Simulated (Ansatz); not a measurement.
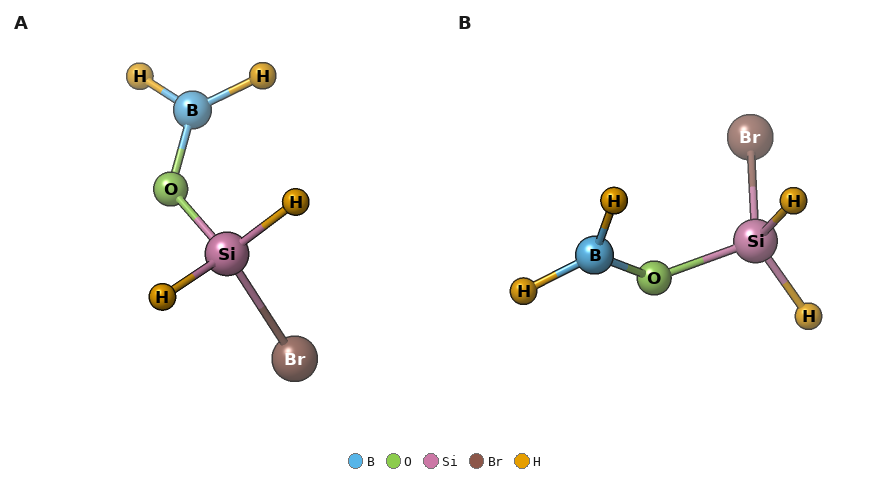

Depth is shown by fading: the farther an atom, the more it takes the colour of the background. The computed structure is the end point of a PBE0-D4/def2-TZVP optimisation.

Question: Can A be turned into B by a rotation alone?

Answer: Yes. They are the same structure, BBrH4OSi (BO[SiH2]Br), seen from two directions: a rotation takes one into the other. The geometry is chiral (C1), so its mirror image would differ.
